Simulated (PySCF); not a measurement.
```xyz
22

C     2.7177    0.3198    0.7688
B     1.5176    0.0595   -0.2375
C     1.7203   -0.8106   -1.5491
C     0.1341    0.6012    0.1674
C    -1.0499    0.6279   -0.8151
C    -2.4027    0.6305   -0.0778
C    -2.5527   -0.6239    0.8153
Al   -0.6903   -0.6372    1.5369
H     3.6486   -0.1706    0.4942
H     2.9319    1.3811    0.8861
H     2.4320   -0.0450    1.7607
H     0.9596   -1.5872   -1.6342
H     1.6226   -0.1907   -2.4402
H     2.6914   -1.2972   -1.6024
H     0.2012    1.5731    0.6835
H    -0.9932    1.5073   -1.4630
H    -1.0104   -0.2550   -1.4566
H    -3.2144    0.6956   -0.8083
H    -2.4518    1.5276    0.5489
H    -2.8026   -1.4830    0.1774
H    -3.4057   -0.5004    1.4913
H    -0.0138   -1.3036    2.7527
```

Geometry: GFN2-xTB.

These are results of PySCF 2.14.0, PBE0/pcSseg-1, SCF density, gas phase, non-relativistic, not measurements.

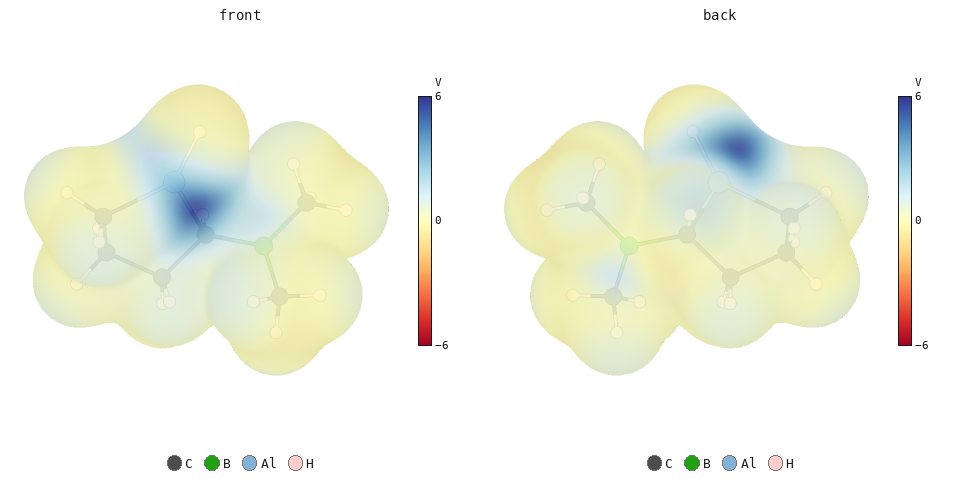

C6H14AlB (SMILES CB(C)[C@H]1CC[CH2][AlH]1). The electrostatic potential painted on the density surface at 0.004 e/bohr³, seen from the front and from behind; red is negative and blue positive.

> Which sites attract a positive test charge, and which a negative one?

A positive charge is drawn to the negative regions and a negative charge to the positive ones. The most negative region (about −0.4 V, or −9 kcal/mol for a unit charge) lies over C1 and C4, the most positive (about +5.1 V, or +118 kcal/mol for a unit charge) over Al8.
